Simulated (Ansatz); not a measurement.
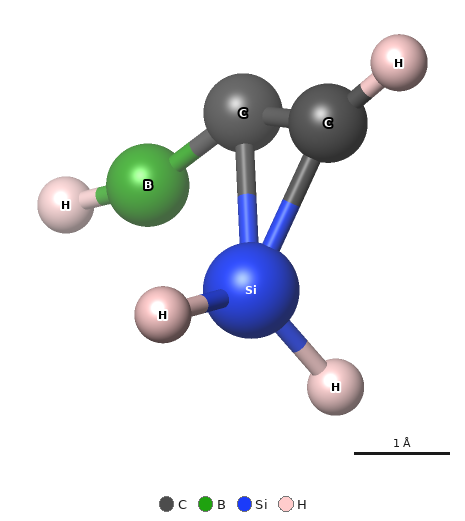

Fig. 1: The structure as given in the input (ball-and-stick view, seen at a tilt). Bond lengths as drawn: B–C 1.44 Å, B–H 1.19 Å, C–C 1.32 Å, C–H 1.10 Å, C–Si 1.94 to 2.07 Å and H–Si 1.49 Å.

Nudged elastic band, with input and output: C2H4BSi (charge +1) (part 1 of 2)

C2H4BSi, charge +1, computed with RKS PBE-D4/cc-pVDZ (Ansatz 0.2.0).

The run did not end well. It belongs to a series of runs on one base structure; here: band between the two ends.

**Input**
```yaml
crystal:
  periodic: [false, false, false]
  atoms:
    - { symbol: C, position_ang: [0.371915, 0.66418, -1.172133] }
    - { symbol: C, position_ang: [-0.027507, 1.107445, 0.002749] }
    - { symbol: B, position_ang: [-0.446979, 0.647351, 1.302981] }
    - { symbol: Si, position_ang: [0.072825, -0.955597, -0.149691] }
    - { symbol: H, position_ang: [0.681883, 1.082327, -2.140368] }
    - { symbol: H, position_ang: [-0.822239, 0.735866, 2.429619] }
    - { symbol: H, position_ang: [-1.173274, -1.671196, -0.55308] }
    - { symbol: H, position_ang: [1.343376, -1.610376, 0.279913] }
total_charge: 1
basis:
  gaussian: { orbitals: cc-pVDZ }
hamiltonian:
  xc: pbe
  dispersion: d4
neb:
  order_check: false
  images: 7
  f_tol: 0.05
  max_iterations: 60
  initial_path: idpp
  optimiser: lbfgs
  climbing: true
  final_atoms:
    - { symbol: C, position_ang: [0.37184599, 0.66411458, -1.17158735] }
    - { symbol: C, position_ang: [-0.02839605, 1.10783543, 0.00293849] }
    - { symbol: B, position_ang: [-0.44760264, 0.64756266, 1.3034099] }
    - { symbol: Si, position_ang: [0.07288342, -0.95583629, -0.14979958] }
    - { symbol: H, position_ang: [0.68242489, 1.08120741, -2.14003078] }
    - { symbol: H, position_ang: [-0.82254314, 0.73704919, 2.430344] }
    - { symbol: H, position_ang: [1.34367458, -1.61003933, 0.27964186] }
    - { symbol: H, position_ang: [-1.17228705, -1.67189364, -0.55492654] }
```

Run on 1 thread of Intel Xeon (Sapphire Rapids), 10 GiB of memory available, shared host.

Run as:
```bash
ansatz run input.yaml --threads 1 --pin off --max-ram 2048MiB --backend cpu --events-out ev --progress --plain --runs-dir out
```

**Log**
```
Engine: ansatz 0.2.0, x86_64-unknown-linux-gnu
Functional definition: PBE
  parameter kappa = 0.804
  parameter beta = 0.06672455060314922
  exchange = pbe_x(kappa = kappa, mu = beta*pi^2/3)
  correlation = pbe_c(beta = beta)
984 factors; their error is unknown
mean field evaluation 1: about -10662.6515 eV, gradient 6.4e1 eV
mean field evaluation 2: about -10612.1409 eV, gradient 1.3e2 eV
mean field evaluation 4: about -10671.6121 eV, gradient 3.1e1 eV
mean field evaluation 8: about -10674.4596 eV, gradient 7.9e-2 eV
mean field evaluation 16: about -10674.4276 eV, gradient 5.9e-5 eV
mean field -10674.42763869 eV, -392.2779803351 hartree, gradient 5.9e-5 eV, S^2 0.000000; 0 other end points of the search recorded, 0 dependent functions left out
the calculation of the forces begins
reference -10674.42767302 eV, -392.2779815965 hartree; 17, 17 occupied and 63, 63 virtual orbitals, 984 factors
984 factors; their error is unknown
mean field evaluation 32: about -10674.4276 eV, gradient 6.0e-5 eV
mean field -10674.42763610 eV, -392.2779802397 hartree, gradient 6.0e-5 eV, S^2 0.000000; 0 other end points of the search recorded, 0 dependent functions left out
[... from here on the field's lines of each further geometry are left out, up to the last ...]
NEB iter   1: max|band force component| = 2.131e0 eV/Å  barrier→ = 3.0260 eV  barrier← = 3.0260 eV  Δτ_max = 0.0392 Å  (300 SCF iters)
NEB iter   2: max|band force component| = 1.758e0 eV/Å  barrier→ = 2.9573 eV  barrier← = 2.9573 eV  Δτ_max = 0.0132 Å  (213 SCF iters)
NEB iter   3: max|band force component| = 1.028e0 eV/Å  barrier→ = 2.8945 eV  barrier← = 2.8945 eV  Δτ_max = 0.0619 Å  (202 SCF iters)
NEB iter   4: max|band force component| = 9.600e-1 eV/Å  barrier→ = 2.7725 eV  barrier← = 2.7725 eV  Δτ_max = 0.0746 Å  (209 SCF iters)
NEB iter   5: max|band force component| = 1.331e0 eV/Å  barrier→ = 2.6741 eV  barrier← = 2.6741 eV  Δτ_max = 0.0248 Å  (209 SCF iters)
NEB iter   6: max|band force component| = 1.512e0 eV/Å  barrier→ = 2.5655 eV  barrier← = 2.5655 eV  Δτ_max = 0.0272 Å  (214 SCF iters)
NEB iter   7: max|band force component| = 1.825e0 eV/Å  barrier→ = 2.5193 eV  barrier← = 2.5193 eV  Δτ_max = 0.0324 Å  (214 SCF iters)
NEB iter   8: max|band force component| = 1.613e0 eV/Å  barrier→ = 2.4827 eV  barrier← = 2.4827 eV  Δτ_max = 0.0095 Å  (214 SCF iters)
NEB iter   9: max|band force component| = 1.014e0 eV/Å  barrier→ = 2.4386 eV  barrier← = 2.4386 eV  Δτ_max = 0.2000 Å  (201 SCF iters)
NEB iter  10: max|band force component| = 4.515e0 eV/Å  barrier→ = 2.1269 eV  barrier← = 2.1269 eV  Δτ_max = 0.0825 Å  (227 SCF iters)
NEB iter  11: max|band force component| = 5.175e0 eV/Å  barrier→ = 2.1629 eV  barrier← = 2.1629 eV  Δτ_max = 0.0919 Å  (212 SCF iters)
NEB iter  12: max|band force component| = 6.539e0 eV/Å  barrier→ = 2.2538 eV  barrier← = 2.2538 eV  Δτ_max = 0.0487 Å  (218 SCF iters)
NEB iter  13: max|band force component| = 6.400e-1 eV/Å  barrier→ = 1.8817 eV  barrier← = 1.8817 eV  Δτ_max = 0.0072 Å  (216 SCF iters)
NEB iter  14: max|band force component| = 5.704e-1 eV/Å  barrier→ = 1.8620 eV  barrier← = 1.8620 eV  Δτ_max = 0.0693 Å  (175 SCF iters)
NEB iter  15: max|band force component| = 2.393e0 eV/Å  barrier→ = 1.7904 eV  barrier← = 1.7904 eV  Δτ_max = 0.0424 Å  (210 SCF iters)
NEB iter  16: max|band force component| = 2.391e0 eV/Å  barrier→ = 1.7630 eV  barrier← = 1.7630 eV  Δτ_max = 0.0138 Å  (217 SCF iters)
NEB iter  17: max|band force component| = 8.698e-1 eV/Å  barrier→ = 1.7120 eV  barrier← = 1.7120 eV  Δτ_max = 0.0176 Å  (173 SCF iters)
NEB iter  18: max|band force component| = 9.157e-1 eV/Å  barrier→ = 1.6842 eV  barrier← = 1.6842 eV  Δτ_max = 0.0164 Å  (218 SCF iters)
NEB iter  19: max|band force component| = 9.537e-1 eV/Å  barrier→ = 1.6669 eV  barrier← = 1.6669 eV  Δτ_max = 0.0176 Å  (200 SCF iters)
NEB iter  20: max|band force component| = 8.536e-1 eV/Å  barrier→ = 1.6540 eV  barrier← = 1.6540 eV  Δτ_max = 0.0112 Å  (188 SCF iters)
NEB iter  21: max|band force component| = 1.256e0 eV/Å  barrier→ = 1.6410 eV  barrier← = 1.6410 eV  Δτ_max = 0.0224 Å  (202 SCF iters)
NEB iter  22: max|band force component| = 1.747e0 eV/Å  barrier→ = 1.6350 eV  barrier← = 1.6350 eV  Δτ_max = 0.0317 Å  (200 SCF iters)
NEB iter  23: max|band force component| = 1.840e0 eV/Å  barrier→ = 1.6333 eV  barrier← = 1.6333 eV  Δτ_max = 0.0329 Å  (186 SCF iters)
NEB iter  24: max|band force component| = 2.412e0 eV/Å  barrier→ = 1.6363 eV  barrier← = 1.6363 eV  Δτ_max = 0.0436 Å  (200 SCF iters)
NEB iter  25: max|band force component| = 2.634e0 eV/Å  barrier→ = 1.6457 eV  barrier← = 1.6457 eV  Δτ_max = 0.0473 Å  (187 SCF iters)
NEB iter  26: max|band force component| = 3.308e0 eV/Å  barrier→ = 1.6630 eV  barrier← = 1.6630 eV  Δτ_max = 0.0598 Å  (188 SCF iters)
NEB iter  27: max|band force component| = 3.685e0 eV/Å  barrier→ = 1.6907 eV  barrier← = 1.6907 eV  Δτ_max = 0.0290 Å  (186 SCF iters)
NEB iter  28: max|band force component| = 4.562e-1 eV/Å  barrier→ = 1.5592 eV  barrier← = 1.5592 eV  CI = image 4  Δτ_max = 0.0082 Å  (174 SCF iters)
NEB iter  29: max|band force component| = 4.425e-1 eV/Å  barrier→ = 1.5503 eV  barrier← = 1.5502 eV  CI = image 4  Δτ_max = 0.0450 Å  (172 SCF iters)
NEB iter  30: max|band force component| = 2.211e0 eV/Å  barrier→ = 1.5496 eV  barrier← = 1.5496 eV  CI = image 4  Δτ_max = 0.0411 Å  (210 SCF iters)
NEB iter  31: max|band force component| = 2.564e0 eV/Å  barrier→ = 1.5561 eV  barrier← = 1.5561 eV  CI = image 4  Δτ_max = 0.0465 Å  (191 SCF iters)
NEB iter  32: max|band force component| = 3.107e0 eV/Å  barrier→ = 1.5733 eV  barrier← = 1.5733 eV  CI = image 4  Δτ_max = 0.0237 Å  (186 SCF iters)
NEB iter  33: max|band force component| = 2.692e-1 eV/Å  barrier→ = 1.4866 eV  barrier← = 1.4866 eV  CI = image 4  Δτ_max = 0.0029 Å  (158 SCF iters)
NEB iter  34: max|band force component| = 2.760e-1 eV/Å  barrier→ = 1.4837 eV  barrier← = 1.4837 eV  CI = image 4  Δτ_max = 0.0047 Å  (158 SCF iters)
NEB iter  35: max|band force component| = 2.795e-1 eV/Å  barrier→ = 1.4796 eV  barrier← = 1.4795 eV  CI = image 4  Δτ_max = 0.0044 Å  (161 SCF iters)
NEB iter  36: max|band force component| = 2.786e-1 eV/Å  barrier→ = 1.4756 eV  barrier← = 1.4756 eV  CI = image 4  Δτ_max = 0.2000 Å  (162 SCF iters)
NEB iter  37: max|band force component| = 6.914e0 eV/Å  barrier→ = 1.9914 eV  barrier← = 1.9914 eV  CI = image 4  Δτ_max = 0.1226 Å  (208 SCF iters)
NEB iter  38: max|band force component| = 6.800e0 eV/Å  barrier→ = 1.7371 eV  barrier← = 1.7371 eV  CI = image 4  Δτ_max = 0.0458 Å  (234 SCF iters)
NEB iter  39: max|band force component| = 1.011e0 eV/Å  barrier→ = 1.3877 eV  barrier← = 1.3877 eV  CI = image 4  Δτ_max = 0.0084 Å  (216 SCF iters)
NEB iter  40: max|band force component| = 3.388e-1 eV/Å  barrier→ = 1.3720 eV  barrier← = 1.3720 eV  CI = image 4  Δτ_max = 0.0056 Å  (176 SCF iters)
NEB iter  41: max|band force component| = 2.286e-1 eV/Å  barrier→ = 1.3686 eV  barrier← = 1.3686 eV  CI = image 4  Δτ_max = 0.0076 Å  (176 SCF iters)
NEB iter  42: max|band force component| = 3.977e-1 eV/Å  barrier→ = 1.3665 eV  barrier← = 1.3665 eV  CI = image 4  Δτ_max = 0.0077 Å  (187 SCF iters)
NEB iter  43: max|band force component| = 4.049e-1 eV/Å  barrier→ = 1.3643 eV  barrier← = 1.3643 eV  CI = image 4  Δτ_max = 0.0072 Å  (182 SCF iters)
NEB iter  44: max|band force component| = 4.371e-1 eV/Å  barrier→ = 1.3634 eV  barrier← = 1.3634 eV  CI = image 4  Δτ_max = 0.0083 Å  (169 SCF iters)
NEB iter  45: max|band force component| = 5.794e-1 eV/Å  barrier→ = 1.3630 eV  barrier← = 1.3629 eV  CI = image 4  Δτ_max = 0.0103 Å  (184 SCF iters)
NEB iter  46: max|band force component| = 6.609e-1 eV/Å  barrier→ = 1.3630 eV  barrier← = 1.3630 eV  CI = image 4  Δτ_max = 0.0123 Å  (183 SCF iters)
NEB iter  47: max|band force component| = 8.522e-1 eV/Å  barrier→ = 1.3638 eV  barrier← = 1.3638 eV  CI = image 4  Δτ_max = 0.0153 Å  (191 SCF iters)
NEB iter  48: max|band force component| = 9.955e-1 eV/Å  barrier→ = 1.3656 eV  barrier← = 1.3656 eV  CI = image 4  Δτ_max = 0.0183 Å  (189 SCF iters)
NEB iter  49: max|band force component| = 1.263e0 eV/Å  barrier→ = 1.3690 eV  barrier← = 1.3690 eV  CI = image 4  Δτ_max = 0.0092 Å  (188 SCF iters)
NEB iter  50: max|band force component| = 1.893e-1 eV/Å  barrier→ = 1.3551 eV  barrier← = 1.3551 eV  CI = image 4  Δτ_max = 0.0015 Å  (181 SCF iters)
NEB iter  51: max|band force component| = 1.867e-1 eV/Å  barrier→ = 1.3543 eV  barrier← = 1.3543 eV  CI = image 4  Δτ_max = 0.0314 Å  (137 SCF iters)
NEB iter  52: max|band force component| = 1.047e0 eV/Å  barrier→ = 1.3520 eV  barrier← = 1.3520 eV  CI = image 4  Δτ_max = 0.0191 Å  (217 SCF iters)
NEB iter  53: max|band force component| = 1.378e0 eV/Å  barrier→ = 1.3567 eV  barrier← = 1.3567 eV  CI = image 4  Δτ_max = 0.0101 Å  (190 SCF iters)
NEB iter  54: max|band force component| = 1.684e-1 eV/Å  barrier→ = 1.3403 eV  barrier← = 1.3403 eV  CI = image 4  Δτ_max = 0.0012 Å  (181 SCF iters)
NEB iter  55: max|band force component| = 1.666e-1 eV/Å  barrier→ = 1.3397 eV  barrier← = 1.3397 eV  CI = image 4  Δτ_max = 0.0346 Å  (134 SCF iters)
NEB iter  56: max|band force component| = 1.106e0 eV/Å  barrier→ = 1.3380 eV  barrier← = 1.3380 eV  CI = image 4  Δτ_max = 0.0204 Å  (216 SCF iters)
NEB iter  57: max|band force component| = 1.381e0 eV/Å  barrier→ = 1.3423 eV  barrier← = 1.3423 eV  CI = image 4  Δτ_max = 0.0106 Å  (190 SCF iters)
NEB iter  58: max|band force component| = 1.536e-1 eV/Å  barrier→ = 1.3258 eV  barrier← = 1.3258 eV  CI = image 4  Δτ_max = 0.0011 Å  (184 SCF iters)
NEB iter  59: max|band force component| = 1.506e-1 eV/Å  barrier→ = 1.3253 eV  barrier← = 1.3253 eV  CI = image 4  Δτ_max = 0.0334 Å  (134 SCF iters)
the calculation of the forces begins
reference -10673.70709525 eV, -392.2515008520 hartree; 17, 17 occupied and 63, 63 virtual orbitals, 984 factors
these checks for a lower state are left out or cut short: starts, cluster_reference, orbital_swaps, neighbouring_geometries, increment
984 factors; their error is unknown
mean field -10674.16890577 eV, -392.2684720756 hartree, gradient 2.0e-5 eV, S^2 0.000000; 0 other end points of the search recorded, 0 dependent functions left out
the calculation of the forces begins
reference -10674.16894087 eV, -392.2684733654 hartree; 17, 17 occupied and 63, 63 virtual orbitals, 984 factors
NEB iter  60: max|band force component| = 1.033e0 eV/Å  barrier→ = 1.3258 eV  barrier← = 1.3258 eV  CI = image 4  Δτ_max = 0.0185 Å  (218 SCF iters)
```

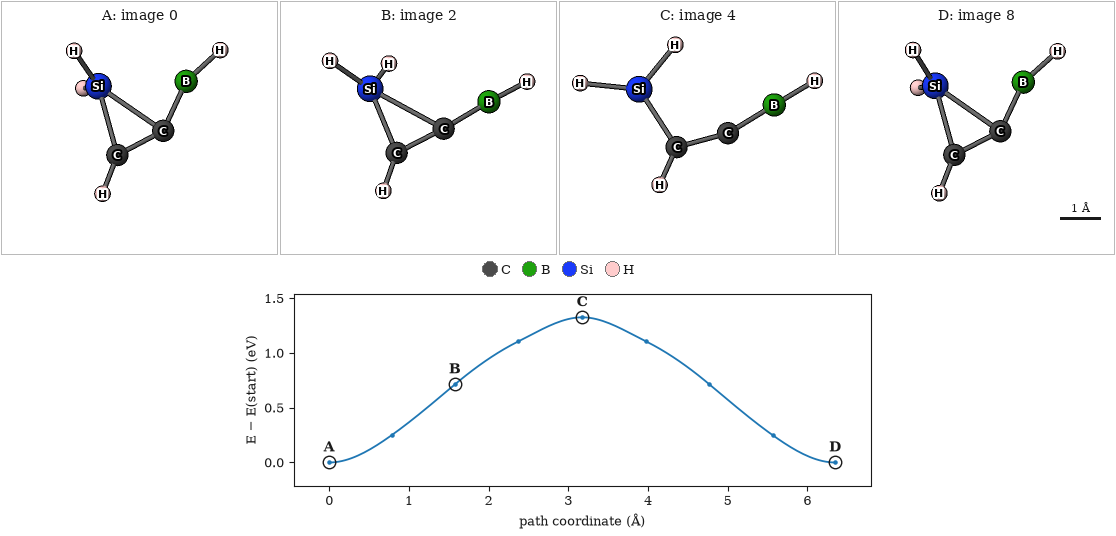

Fig. 2: Images of the last band (counted from 0; ball-and-stick, seen at a tilt) above the energy along the path; the line is a cubic interpolation that uses the forces. The highest image is number 4, 1.326 eV above the start and 1.326 eV above the end (the climbing image); start and end have the same energy. The path is 6.35 Å long. The band had not converged after 60 iterations.
